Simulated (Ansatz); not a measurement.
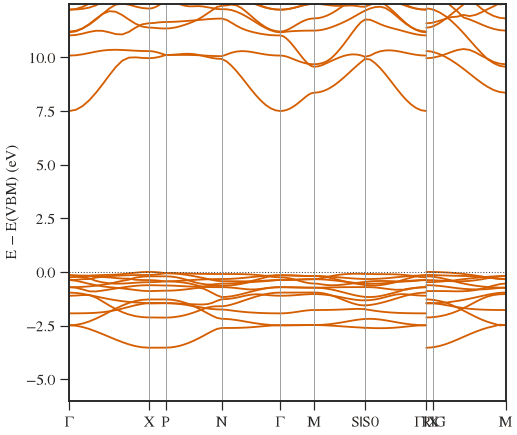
Figure: Band structure from DFT-r²SCAN in the program Ansatz with PAW potentials

**Question.** Read off the gap and where the band edges lie.

**Answer.** About 7.5 eV (7.50 eV by a search for the band edges); maximum at X, minimum at Γ.

The material is K$_{2}$MgF$_{4}$ in space group I4/mmm (No. 139; K on 4e, Mg on 2a, F on 4c, F on 4e).

The workflow started from a Materials Project entry (that database holds measured and hypothetical structures alike); the Crystallography Open Database copy checked does not list it. Its standing as an ambient phase is unchecked. Symmetry was held in the r²SCAN relaxation; its stability against distortions is not shown here.

Potentials: the later of the program's two PAW sets.
